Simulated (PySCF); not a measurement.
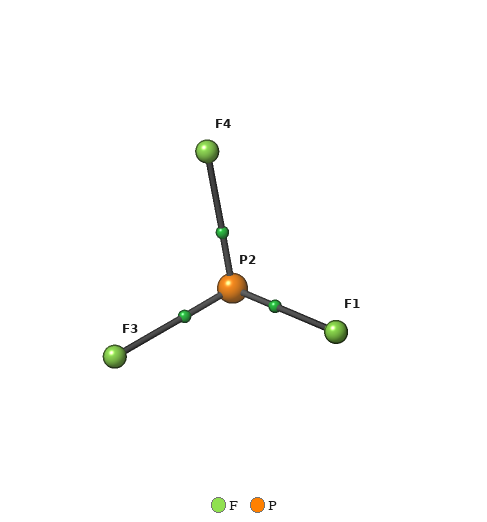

Figure 1: F₃P, SMILES `FP(F)F`. Molecular graph of the electron density (QTAIM): bond paths, bond critical points (green), ring points (magenta, if any); weak paths are dashed.

Computed with PySCF, ωB97X/def2-TZVP, geometry: GFN2-xTB. No frequency check shows the geometry to be a minimum. GFN2-xTB bond lengths at metals and heavier atoms can be off by up to 0.1 Å and shapes distorted, which carries into these values.

The calculation's input:

```python
import numpy as np
from pyscf import gto, scf, dft
from pyscf.scf import atom_ks, atom_hf
from scipy.linalg import block_diag

def solve(mol, dm0=None, hcore=None):
    mf = (dft.UKS if mol.spin else dft.RKS)(mol, xc='wb97x')
    mf.grids.level = 3
    mf = mf.density_fit(auxbasis='def2-universal-jkfit')
    mf.conv_tol, mf.max_cycle = 1e-8, 80
    if hcore is not None:
        mf.get_hcore = lambda *args: hcore
    mf.kernel(dm0)
    if not mf.converged:
        mf = mf.newton().run(mf.mo_coeff, mf.mo_occ, max_cycle=30)
    assert mf.converged, 'SCF not converged'
    return mf

mol = gto.M(atom='''
F     -1.19067     0.63382     0.30595
P     -0.00003     0.00000    -0.55069
F      1.14426     0.71425     0.30592
F      0.04645    -1.34807     0.30594
''', basis='def2-tzvp', charge=0, spin=0, verbose=4)
mf = solve(mol)
mf.analyze()
# spherically averaged free atoms, for the promolecule
atm = atom_ks.get_atm_nrks(mol, xc='wb97x')
pro = block_diag(*[(atm[a[0]][2] * atm[a[0]][3]) @ atm[a[0]][2].T for a in mol._atom])
np.savez('result.npz', e=mf.e_tot, c=mf.mo_coeff, occ=mf.mo_occ, eps=mf.mo_energy, pro=pro, dip=mf.dip_moment(verbose=0), s2=mf.spin_square()[0])
```

Run with:

```sh
OMP_NUM_THREADS=1 python input.py
```

The run took 5.4 s on 1 thread of Intel(R) Xeon(R) 6975P-C (Granite Rapids), on a shared host, peak memory 0.51 GiB.

Partitions, critical points and surface values were worked out afterwards from this run's density.

How many critical points of each kind are there, and does the count close?

4 nuclei, 3 bond, 0 ring and 0 cage critical points: 4 − 3 + 0 − 0 = 1, as the Poincaré–Hopf relation requires.

Tabulate density, Laplacian, ellipticity and energy density at the bond critical points (atomic units).

| bond | length (Å) | ρ (a.u.) | ∇²ρ (a.u.) | ε | H (a.u.) |
| --- | --- | --- | --- | --- | --- |
| F1–P2 (3 alike) | 1.598 | 0.166 | +0.68 | 0.05 | −0.115 |

What kind of interaction is F1–P2?

Polar or intermediate (positive Laplacian, negative energy density H): ρ = 0.166, ∇²ρ = +0.68, H = −0.115 a.u.
